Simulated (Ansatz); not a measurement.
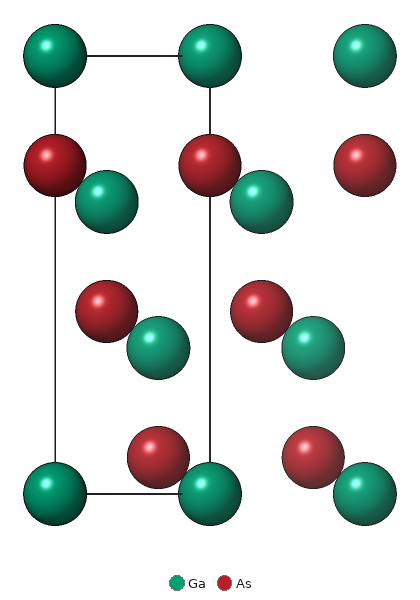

Projection along an edge of the hexagonal mesh, stacking direction [111] upwards. Every atom sits on one of the three columns of the mesh; call them A, B, C in the order in which they first turn up. The box is the hexagonal cell of the face-centred cubic lattice. The sequence starts with the first layer at or above the cell's origin.

GaAs. Coordinates: the input geometry of an electronic-structure calculation (not necessarily at equilibrium); the starting structure was generated, so it need not be a known form of this composition.

> Read off the stacking sequence over one period.

Ga(A) – As(B) – Ga(B) – As(C) – Ga(C) – As(A) (six layers in 9.81 Å).

> How are the As layers alone stacked?

As layers alone: BCA, the cubic close-packed type.

> Which positions between or in the As layers do the other atoms fill?

Ga: three tetrahedral sites, counted in one hexagonal cell.

> What short polytype symbol fits?

Polytype symbol 3C, the symbol of a tetrahedral polytype (number of double layers in the repeat and lattice).

Heights of the layers:

| layer | atoms (column) | height (Å) | to next (Å) |
| --- | --- | --- | --- |
| 1 | Ga(A) | 0.00 | 0.82 |
| 2 | As(B) | 0.82 | 2.45 |
| 3 | Ga(B) | 3.27 | 0.82 |
| 4 | As(C) | 4.09 | 2.45 |
| 5 | Ga(C) | 6.54 | 0.82 |
| 6 | As(A) | 7.36 | 2.45 |
